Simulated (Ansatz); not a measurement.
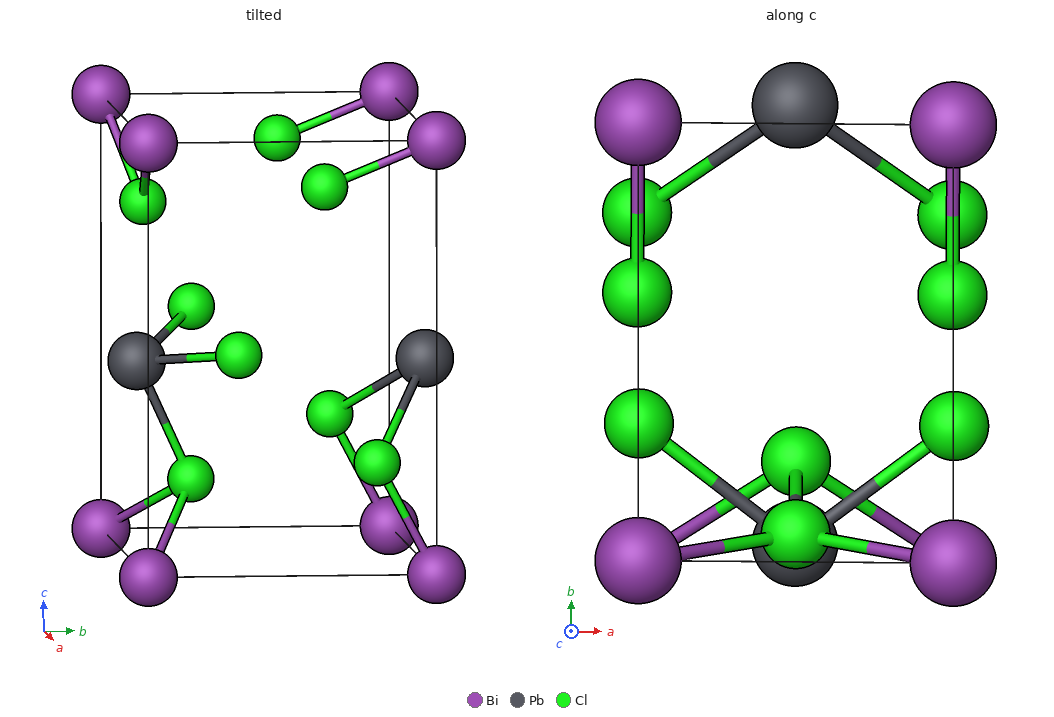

An orthographic ball-and-stick view of the structure, slightly off an axis and along the c axis. The edges of the unit cell are marked.

BiPbCl₅, a = 4.353 Å, b = 6.057 Å, c = 9.127 Å, α = 92.64°, β = 90.03°, γ = 90.47°. Its origin is a structure type filled with these elements by a generator (whether the compound takes this form wasn't checked). Earlier steps of the study may have refined or changed the cell and positions. Ansatz was used for an electronic-structure calculation on it.

This one geometry was computed with Ansatz (DFT, plane waves, PAW) at three levels of theory: PBE with spin-orbit coupling, PBE and r2SCAN.

### How does the band gap change with the level of theory?

PBE with spin-orbit coupling: a gap of 2.36 eV, indirect; PBE: a gap of 3.23 eV, indirect; r2SCAN: a gap of 3.61 eV, indirect.

### Collect the results in a table.

| level | cutoff (eV) | k-mesh of the run's cell | gap (eV) | pressure (GPa) |
| --- | --- | --- | --- | --- |
| PBE with spin-orbit coupling | 420 | 6×4×4 | 2.36 | 0.1 |
| PBE | 420 | 6×4×4 | 3.23 | 0.0 |
| r2SCAN | 500 | 6×4×4 | 3.61 | -1.0 |

Gaps are taken on the k-mesh or band path of each run.
